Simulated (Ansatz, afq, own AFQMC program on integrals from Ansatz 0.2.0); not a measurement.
# NH₃+ (doublet): quantum Monte Carlo beside coupled cluster at scale of all distances = 1.000, 6-31G

How near does AFQMC come to the top of the ladder for NH₃+ (doublet)?

The runs use Ansatz 0.2.0, Gaussian basis, and an in-house AFQMC program (afq) on its integrals; all values are calculated; 6-31G, frozen cores.

Plan: Full CI; PBE (unrestricted); r2SCAN (unrestricted); PBE0 (unrestricted); B3LYP (unrestricted); wB97M-V (unrestricted); B2PLYP (unrestricted); CCSD(T) on UHF; Full CI; Full CI (quartet); CCSDT(Q) on UHF; CCSDTQ on UHF; Phaseless AFQMC, CISD trial on UHF; Phaseless AFQMC, single-determinant trial on UHF; Free-projection AFQMC, CISD trial on UHF.

4 further runs of the same task are left out: 4 that didn't finish.

### 1 The geometry

The geometry derives from a PBE0/def2-TZVP stationary point (not a proven minimum). All distances are scaled together.

4 atoms, charge 1, spin multiplicity 2.

Atoms are counted from 1 here; the program's logs count them from 0.

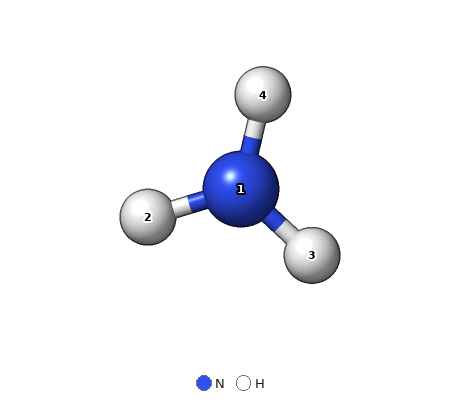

The structure; nitrogen blue, hydrogen white; atoms are numbered from 1 in the order of the file.

### 2 Full CI

in.yaml

```yaml
crystal:
  periodic: [false, false, false]
  atoms:
    - {symbol: N, position_ang: [0.000000, 0.000000, 0.000000]}
    - {symbol: H, position_ang: [1.024021, 0.013755, -0.000070]}
    - {symbol: H, position_ang: [-0.523923, 0.879946, -0.002762]}
    - {symbol: H, position_ang: [-0.500098, -0.893701, 0.002832]}
basis:
  gaussian: {orbitals: 6-31G}
total_charge: 1
magnetization: {spin_polarized: false, initial_magnetization: 1}
correlation: {method: fci, electrons: outside_noble_gas}
```

The run is started by

```console
> ansatz run in.yaml --threads 1 --pin off --events-out ev --progress --plain --max-ram 24576MiB --backend cuda --devices 0, --max-vram 18GiB
```

What it wrote:

```text
Functional definition: HF
  name "HF"
  cite "Fock, Z. Phys. 61, 126 (1930) doi:10.1007/BF01340294"
  parent pbe
  exchange = exact_x
  correlation = 0
339 factors; integrals over basis functions are off by at most 1.0e-7 eV
mean field evaluation 1: about -1518.4081 eV, gradient 2.7e1 eV
mean field evaluation 2: about -1518.4075 eV, gradient 2.7e1 eV
mean field evaluation 4: about -1519.9063 eV, gradient 1.2e0 eV
mean field evaluation 8: about -1519.9102 eV, gradient 1.6e-4 eV
mean field -1519.91023181 eV, -55.8556707869 hartree, gradient 1.6e-6 eV, S^2 0.750000; 0 other end points of the search recorded, 0 dependent functions left out
mean field evaluation 16: about -1519.9951 eV, gradient 4.2e-1 eV
1 core orbitals not correlated: weight in the atoms' cores, before any rotation towards them, 1.000 or more for the frozen orbitals, at most 0.000 for the correlated occupied ones
reference -1519.91023181 eV, -55.8556707869 hartree; 4, 3 occupied and 10, 11 virtual orbitals, 339 factors
state -1522.83623316 eV, -55.9631993530 hartree
Total energy: -1522.83623316 eV, -55.9631993530 hartree
```

It took 9.5 s on 1 × NVIDIA H100 80GB HBM3 with 1 thread of AMD EPYC 7R13 (Zen 3), shared host.

From the report: 88,132 determinants, symmetry B1.

### 3 PBE (unrestricted)

in.yaml: that of step 2 with these lines changed.

```diff
@@ -10,3 +10,4 @@
 total_charge: 1
-magnetization: {spin_polarized: false, initial_magnetization: 1}
-correlation: {method: fci, electrons: outside_noble_gas}
+magnetization: {spin_polarized: true, initial_magnetization: 1}
+hamiltonian: {xc: {name: PBE}}
+output: {orbitals: {seedname: orbitals}}
```

The run is started by

```console
> ansatz run in.yaml --threads 1 --pin off --events-out ev --progress --plain --max-ram 8192MiB --backend cpu
```

What it wrote:

```text
Functional definition: PBE
  name "PBE"
  cite "Perdew, Burke & Ernzerhof, Phys. Rev. Lett. 77, 3865 (1996) doi:10.1103/PhysRevLett.77.3865"
  parent pbe
  parameter kappa = 0.804
  parameter beta = 0.06672455060314922
  exchange = pbe_x(kappa = kappa, mu = beta*pi^2/3)
  correlation = pbe_c(beta = beta)
228 factors; integrals over basis functions are off by at most 3.2e-4 eV
mean field evaluation 1: about -1517.9488 eV, gradient 4.5e1 eV
mean field evaluation 2: about -1512.6554 eV, gradient 5.5e1 eV
mean field evaluation 4: about -1526.6047 eV, gradient 9.2e-2 eV
mean field evaluation 8: about -1526.5959 eV, gradient 1.7e-4 eV
mean field -1526.59587300 eV, -56.1013635688 hartree, gradient 8.2e-6 eV, S^2 0.752533; 0 other end points of the search recorded, 0 dependent functions left out
reference -1526.59588540 eV, -56.1013640246 hartree; 5, 4 occupied and 10, 11 virtual orbitals, 228 factors
Total energy: -1526.59588540 eV, -56.1013640246 hartree
```

It took 0.27 s on 1 thread of AMD EPYC 7R13 (Zen 3), shared host.

From the report: ⟨S²⟩ of the determinant 0.753 (pure doublet: 0.75).

### 4 r2SCAN (unrestricted)

in.yaml: that of step 3 with these lines changed.

```diff
@@ -11,3 +11,2 @@
 magnetization: {spin_polarized: true, initial_magnetization: 1}
-hamiltonian: {xc: {name: PBE}}
-output: {orbitals: {seedname: orbitals}}
+hamiltonian: {xc: {name: r2SCAN}}
```

Launched as before.

What it wrote:

```text
Functional definition: r2SCAN
  name "r2SCAN"
  cite "Furness, Kaplan, Ning, Perdew & Sun, J. Phys. Chem. Lett. 11, 8208 (2020) doi:10.1021/acs.jpclett.0c02405"
  cite "Furness, Kaplan, Ning, Perdew & Sun, J. Phys. Chem. Lett. 11, 9248 (2020) doi:10.1021/acs.jpclett.0c03077"
  parent r2scan
  parameter k0 = 0.174
  parameter k1 = 0.065
  parameter a1 = 4.9479
  exchange = r2scan_x(k0 = k0, k1 = k1, a1 = a1)
  correlation = r2scan_c
228 factors; integrals over basis functions are off by at most 3.2e-4 eV
mean field evaluation 1: about -1520.7293 eV, gradient 4.1e1 eV
mean field evaluation 2: about -1519.3538 eV, gradient 4.4e1 eV
mean field evaluation 4: about -1527.7246 eV, gradient 1.2e-1 eV
mean field evaluation 8: about -1527.7169 eV, gradient 2.6e-3 eV
mean field -1527.71690934 eV, -56.1425608947 hartree, gradient 1.3e-5 eV, S^2 0.754223; 0 other end points of the search recorded, 0 dependent functions left out
reference -1527.71691269 eV, -56.1425610177 hartree; 5, 4 occupied and 10, 11 virtual orbitals, 228 factors
Total energy: -1527.71691269 eV, -56.1425610177 hartree
```

Wall time 0.51 s (1 thread of AMD EPYC 7R13 (Zen 3), shared host).

From the report: ⟨S²⟩ of the determinant 0.754 (pure doublet: 0.75).

### 5 PBE0 (unrestricted)

in.yaml: that of step 4 with these lines changed.

```diff
@@ -11,2 +11,3 @@
 magnetization: {spin_polarized: true, initial_magnetization: 1}
-hamiltonian: {xc: {name: r2SCAN}}
+hamiltonian: {xc: {name: PBE0}}
+output: {orbitals: {seedname: orbitals}}
```

Same command.

What it wrote:

```text
Functional definition: PBE0
  name "PBE0"
  cite "Adamo & Barone, J. Chem. Phys. 110, 6158 (1999) doi:10.1063/1.478522"
  cite "Perdew, Burke & Ernzerhof, Phys. Rev. Lett. 77, 3865 (1996) doi:10.1103/PhysRevLett.77.3865"
  parent pbe
  parameter a = 0.25
  parameter kappa = 0.804
  parameter beta = 0.06672455060314922
  exchange = (1 - a)*pbe_x(kappa = kappa, mu = beta*pi^2/3) + a*exact_x
  correlation = pbe_c(beta = beta)
228 factors; integrals over basis functions are off by at most 3.2e-4 eV
mean field evaluation 1: about -1521.0955 eV, gradient 3.7e1 eV
mean field evaluation 2: about -1521.5514 eV, gradient 3.5e1 eV
mean field evaluation 4: about -1526.8179 eV, gradient 1.2e-1 eV
mean field evaluation 8: about -1526.8106 eV, gradient 2.2e-3 eV
mean field -1526.81064858 eV, -56.1092564257 hartree, gradient 8.6e-5 eV, S^2 0.753325; 0 other end points of the search recorded, 0 dependent functions left out
reference -1526.81065809 eV, -56.1092567755 hartree; 5, 4 occupied and 10, 11 virtual orbitals, 228 factors
Total energy: -1526.81065809 eV, -56.1092567755 hartree
```

Run time: 0.24 s. Hardware: 1 thread of AMD EPYC 7R13 (Zen 3), shared host.

From the report: ⟨S²⟩ of the determinant 0.753 (pure doublet: 0.75).

### 6 B3LYP (unrestricted)

in.yaml: that of step 5 with these lines changed.

```diff
@@ -11,3 +11,2 @@
 magnetization: {spin_polarized: true, initial_magnetization: 1}
-hamiltonian: {xc: {name: PBE0}}
-output: {orbitals: {seedname: orbitals}}
+hamiltonian: {xc: {name: B3LYP}}
```

Launched as before.

What it wrote, shortened:

```text
Functional definition: B3LYP
  name "B3LYP"
  cite "Stephens, Devlin, Chabalowski & Frisch, J. Phys. Chem. 98, 11623 (1994) doi:10.1021/j100096a001"
  cite "Becke, Phys. Rev. A 38, 3098 (1988) doi:10.1103/PhysRevA.38.3098"
  cite "Lee, Yang & Parr, Phys. Rev. B 37, 785 (1988) doi:10.1103/PhysRevB.37.785"
  cite "Vosko, Wilk & Nusair, Can. J. Phys. 58, 1200 (1980) doi:10.1139/p80-159"
[...]
228 factors; integrals over basis functions are off by at most 3.2e-4 eV
[...]
mean field -1528.64103825 eV, -56.1765220057 hartree, gradient 1.0e-5 eV, S^2 0.753029; 0 other end points of the search recorded, 0 dependent functions left out
reference -1528.64114035 eV, -56.1765257576 hartree; 5, 4 occupied and 10, 11 virtual orbitals, 228 factors
Total energy: -1528.64114035 eV, -56.1765257576 hartree
```

It took 0.24 s on 1 thread of AMD EPYC 7R13 (Zen 3), shared host.

From the report: ⟨S²⟩ of the determinant 0.753 (pure doublet: 0.75).

### 7 wB97M-V (unrestricted)

in.yaml: that of step 6 with these lines changed.

```diff
@@ -11,2 +11,3 @@
 magnetization: {spin_polarized: true, initial_magnetization: 1}
-hamiltonian: {xc: {name: B3LYP}}
+hamiltonian: {xc: {name: wB97M-V}}
+output: {orbitals: {seedname: orbitals}}
```

Launched as before.

What it wrote, shortened:

```text
Functional definition: wB97M-V
  name "wB97M-V"
  cite "Mardirossian & Head-Gordon, J. Chem. Phys. 144, 214110 (2016) doi:10.1063/1.4952647"
  cite "Becke, J. Chem. Phys. 107, 8554 (1997) doi:10.1063/1.475007"
  cite "Vydrov & Van Voorhis, J. Chem. Phys. 133, 244103 (2010) doi:10.1063/1.3521275"
  # Of w^i u^j: cxij and so on, Table III.
[...]
  gx(w, u) = 1 - cx + cx01*u + cx10*w
  gss(w, u) = css00 + css04*u^4 + css10*w + css20*w^2 + css43*w^4*u^3
  gos(w, u) = cos00 + cos10*w + (cos20 + cos21*u)*w^2 + (cos60 + cos61*u)*w^6
[...]
      + integral(e_c_pw_mod_opposite_spin*gos(b97_w_opposite, b97_u_opposite)) + vv10(b, c)
228 factors; integrals over basis functions are off by at most 3.2e-4 eV
78 factors; integrals over basis functions are off by at most 2.9e-6 eV
[...]
mean field -1527.67311114 eV, -56.1409513405 hartree, gradient 2.8e-5 eV, S^2 0.753277; 0 other end points of the search recorded, 0 dependent functions left out
reference -1527.67312547 eV, -56.1409518668 hartree; 5, 4 occupied and 10, 11 virtual orbitals, 228 factors
Total energy: -1527.67312547 eV, -56.1409518668 hartree
```

Run time: 0.73 s. Hardware: 1 thread of AMD EPYC 7R13 (Zen 3), shared host.

From the report: ⟨S²⟩ of the determinant 0.753 (pure doublet: 0.75).

### 8 B2PLYP (unrestricted)

in.yaml: that of step 7 with these lines changed.

```diff
@@ -11,3 +11,3 @@
 magnetization: {spin_polarized: true, initial_magnetization: 1}
-hamiltonian: {xc: {name: wB97M-V}}
-output: {orbitals: {seedname: orbitals}}
+hamiltonian: {xc: {name: B2PLYP}}
+correlation: {electrons: outside_noble_gas}
```

The command is unchanged.

What it wrote, shortened:

```text
Functional definition: B2PLYP
  name "B2PLYP"
  cite "Grimme, J. Chem. Phys. 124, 034108 (2006) doi:10.1063/1.2148954"
  cite "Becke, Phys. Rev. A 38, 3098 (1988) doi:10.1103/PhysRevA.38.3098"
  cite "Lee, Yang & Parr, Phys. Rev. B 37, 785 (1988) doi:10.1103/PhysRevB.37.785"
[...]
228 factors; integrals over basis functions are off by at most 3.2e-4 eV
[...]
mean field -1525.70676399 eV, -56.0686894153 hartree, gradient 3.2e-6 eV, S^2 0.754956; 0 other end points of the search recorded, 0 dependent functions left out
1 core orbitals not correlated: weight in the atoms' cores, before any rotation towards them, 1.000 or more for the frozen orbitals, at most 0.000 for the correlated occupied ones
reference -1525.70683051 eV, -56.0686918599 hartree; 4, 3 occupied and 10, 11 virtual orbitals, 228 factors
second order -2.88189355 eV of doubles, -0.00000000 eV of singles
Total energy: -1526.48494177 eV, -56.0972869212 hartree
```

Wall time 0.27 s (1 thread of AMD EPYC 7R13 (Zen 3), shared host).

From the report: ⟨S²⟩ of the determinant 0.755 (pure doublet: 0.75).

### 9 CCSD(T) on UHF

in.yaml: that of step 8 with these lines changed.

```diff
@@ -11,3 +11,2 @@
 magnetization: {spin_polarized: true, initial_magnetization: 1}
-hamiltonian: {xc: {name: B2PLYP}}
-correlation: {electrons: outside_noble_gas}
+correlation: {method: ccsd_t, electrons: outside_noble_gas, hamiltonian_folder: ham}
```

The run is started by

```console
> ansatz run in.yaml --threads 1 --pin off --events-out ev --progress --plain --max-ram 24576MiB --backend cuda --devices 0, --max-vram 18GiB
```

What it wrote, shortened:

```text
Functional definition: HF
  name "HF"
  cite "Fock, Z. Phys. 61, 126 (1930) doi:10.1007/BF01340294"
  parent pbe
[...]
228 factors; integrals over basis functions are off by at most 3.2e-4 eV
[...]
mean field -1519.99774315 eV, -55.8588867693 hartree, gradient 1.2e-6 eV, S^2 0.759951; 0 other end points of the search recorded, 0 dependent functions left out
1 core orbitals not correlated: weight in the atoms' cores, before any rotation towards them, 1.000 or more for the frozen orbitals, at most 0.000 for the correlated occupied ones
reference -1519.99774315 eV, -55.8588867693 hartree; 4, 3 occupied and 10, 11 virtual orbitals, 228 factors
second order -2.36031056 eV of doubles, -0.00000000 eV of singles
cycle   1  -2.65373582 eV  change   -2.9e-1 eV  update   3.5e-2
[...]
cycle   8  -2.80747283 eV  change   -7.4e-7 eV  update   3.5e-6
perturbative correction -0.02273057 eV, -0.0008353332 hartree
Total energy: -1522.82794656 eV, -55.9628948262 hartree
```

Run time: 8.5 s. Hardware: 1 × NVIDIA H100 80GB HBM3 with 1 thread of AMD EPYC 7R13 (Zen 3), shared host.

From the report: ⟨S²⟩ of the determinant 0.760 (pure doublet: 0.75); correlation -2.8302 eV; T1 0.007; largest double amplitude 0.04.

This run also writes the integrals to the folder ham.

### 10 Full CI

in.yaml

```yaml
hamiltonian:
  integrals:
    folder: ../ham
correlation: {method: fci}
```

The command is unchanged.

What it wrote:

```text
Functional definition: HF
  name "HF"
  cite "Fock, Z. Phys. 61, 126 (1930) doi:10.1007/BF01340294"
  parent pbe
  exchange = exact_x
  correlation = 0
reference -1519.99774315 eV, -55.8588867693 hartree; 4, 3 occupied and 10, 11 virtual orbitals, 228 factors
state -1522.83680852 eV, -55.9632204971 hartree
Total energy: -1522.83680852 eV, -55.9632204971 hartree
```

Run time: 9.5 s. Hardware: 1 × NVIDIA H100 80GB HBM3 with 1 thread of AMD EPYC 7R13 (Zen 3), shared host.

From the report: 88,132 determinants.

### 11 Full CI (quartet)

in.yaml

```yaml
crystal:
  periodic: [false, false, false]
  atoms:
    - {symbol: N, position_ang: [0.000000, 0.000000, 0.000000]}
    - {symbol: H, position_ang: [1.024021, 0.013755, -0.000070]}
    - {symbol: H, position_ang: [-0.523923, 0.879946, -0.002762]}
    - {symbol: H, position_ang: [-0.500098, -0.893701, 0.002832]}
basis:
  gaussian: {orbitals: 6-31G}
total_charge: 1
magnetization: {spin_polarized: false, initial_magnetization: 3}
correlation: {method: fci, electrons: outside_noble_gas}
```

The command is unchanged.

What it wrote, shortened:

```text
Functional definition: HF
  name "HF"
  cite "Fock, Z. Phys. 61, 126 (1930) doi:10.1007/BF01340294"
  parent pbe
[...]
339 factors; integrals over basis functions are off by at most 1.0e-7 eV
[...]
a density is far from that of the atoms, so the factors are made again for it
345 factors; integrals over basis functions are off by at most 9.7e-8 eV
[...]
mean field -1505.48114867 eV, -55.3254117619 hartree, gradient 1.3e-6 eV, S^2 3.750000; 5 other end points of the search recorded, 0 dependent functions left out
[...]
determinant -1505.48114867 eV, -55.3254117619 hartree, with singles and doubles -1507.85874395 eV, -55.4127867767 hartree
determinant -1505.12104661 eV, -55.3121782553 hartree, with singles and doubles -1507.86534125 eV, -55.4130292231 hartree
determinant -1505.48114867 eV, -55.3254117619 hartree, with singles and doubles -1507.87451880 eV, -55.4133664920 hartree
determinant -1505.12104661 eV, -55.3121782553 hartree, with singles and doubles -1507.86706589 eV, -55.4130926024 hartree
1 core orbitals not correlated: weight in the atoms' cores, before any rotation towards them, 1.000 or more for the frozen orbitals, at most 0.000 for the correlated occupied ones
reference -1505.48114867 eV, -55.3254117619 hartree; 5, 2 occupied and 9, 12 virtual orbitals, 345 factors
state -1507.96754650 eV, -55.4167851968 hartree
Total energy: -1507.96754650 eV, -55.4167851968 hartree
```

Wall time 9.5 s (1 × NVIDIA H100 80GB HBM3 with 1 thread of AMD EPYC 7R13 (Zen 3), shared host).

From the report: 45,242 determinants, symmetry B1.

### 12 CCSDT(Q) on UHF

in.yaml: that of step 11 with these lines changed.

```diff
@@ -10,3 +10,3 @@
 total_charge: 1
-magnetization: {spin_polarized: false, initial_magnetization: 3}
-correlation: {method: fci, electrons: outside_noble_gas}
+magnetization: {spin_polarized: true, initial_magnetization: 1}
+correlation: {method: ccsdt_q, electrons: outside_noble_gas}
```

Launched as before.

What it wrote, shortened:

```text
Functional definition: HF
  name "HF"
  cite "Fock, Z. Phys. 61, 126 (1930) doi:10.1007/BF01340294"
  parent pbe
[...]
339 factors; integrals over basis functions are off by at most 1.0e-7 eV
[...]
mean field -1519.99762700 eV, -55.8588825008 hartree, gradient 1.2e-6 eV, S^2 0.759951; 0 other end points of the search recorded, 0 dependent functions left out
1 core orbitals not correlated: weight in the atoms' cores, before any rotation towards them, 1.000 or more for the frozen orbitals, at most 0.000 for the correlated occupied ones
reference -1519.99762700 eV, -55.8588825008 hartree; 4, 3 occupied and 10, 11 virtual orbitals, 339 factors
second order -2.36036617 eV of doubles, -0.00000000 eV of singles
cycle   1  -2.65376345 eV  change   -2.9e-1 eV  update   3.7e-2
[...]
cycle  11  -2.83442414 eV  change   -2.4e-7 eV  update   3.7e-7
perturbative correction -0.00429538 eV, -0.0001578524 hartree
Total energy: -1522.83634653 eV, -55.9632035193 hartree
```

Wall time 8.5 s (1 × NVIDIA H100 80GB HBM3 with 1 thread of AMD EPYC 7R13 (Zen 3), shared host).

From the report: ⟨S²⟩ of the determinant 0.760 (pure doublet: 0.75); correlation -2.8387 eV; T1 0.007; largest double amplitude 0.04.

### 13 CCSDTQ on UHF

in.yaml: that of step 12 with these lines changed.

```diff
@@ -11,2 +11,2 @@
 magnetization: {spin_polarized: true, initial_magnetization: 1}
-correlation: {method: ccsdt_q, electrons: outside_noble_gas}
+correlation: {method: ccsdtq, electrons: outside_noble_gas}
```

The command is unchanged.

What it wrote, shortened:

```text
Functional definition: HF
  name "HF"
  cite "Fock, Z. Phys. 61, 126 (1930) doi:10.1007/BF01340294"
  parent pbe
[...]
339 factors; integrals over basis functions are off by at most 1.0e-7 eV
[...]
mean field -1519.99762700 eV, -55.8588825008 hartree, gradient 1.2e-6 eV, S^2 0.759951; 0 other end points of the search recorded, 0 dependent functions left out
1 core orbitals not correlated: weight in the atoms' cores, before any rotation towards them, 1.000 or more for the frozen orbitals, at most 0.000 for the correlated occupied ones
reference -1519.99762700 eV, -55.8588825008 hartree; 4, 3 occupied and 10, 11 virtual orbitals, 339 factors
second order -2.36036617 eV of doubles, -0.00000000 eV of singles
cycle   1  -2.65376409 eV  change   -2.9e-1 eV  update   3.7e-2
[...]
cycle  11  -2.83897080 eV  change    6.8e-7 eV  update   8.0e-7
Total energy: -1522.83659780 eV, -55.9632127535 hartree
```

It took 13 s on 1 × NVIDIA H100 80GB HBM3 with 1 thread of AMD EPYC 7R13 (Zen 3), shared host.

From the report: ⟨S²⟩ of the determinant 0.760 (pure doublet: 0.75); correlation -2.8390 eV; T1 0.007; largest double amplitude 0.04.

[end of part 1 of 2]
